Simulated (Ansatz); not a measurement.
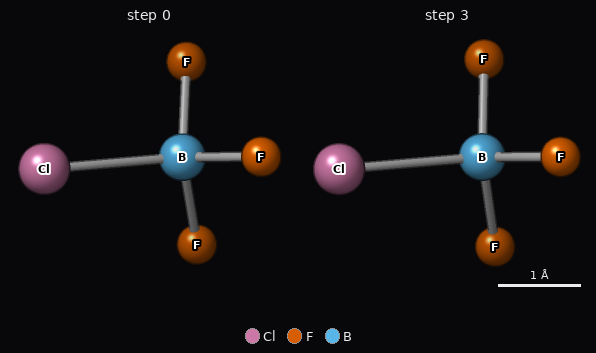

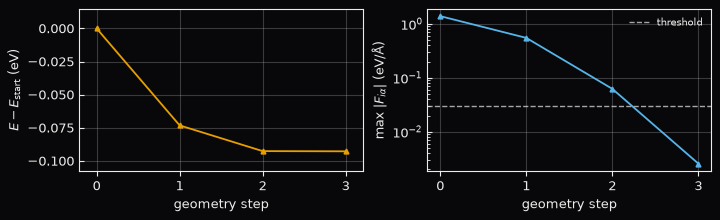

First and last geometry of a relaxation of BClF3 (charge −1) (coarse preliminary run), with the history of the run. Style: ball-and-stick. Shown at a tilt.

These are results of RKS PBE-D4/def2-SVPD in Ansatz, not measurements. Settings: force threshold 0.03 eV/Å; at most 250 steps.

What do the curves and the structures tell?

It converged. The energy falls by 0.093 eV in 3 geometry steps. The largest force component goes from 1.4 to 0.0026 eV/Å. The atom that moves furthest after the best rigid fit is the Cl atom (0.047 Å). Largest moves by element: Cl 0.047 Å, F 0.037 Å, B 0.028 Å. Some distances before and after: B–Cl 1.890 → 1.964 Å, B–F 1.374 → 1.404 Å.
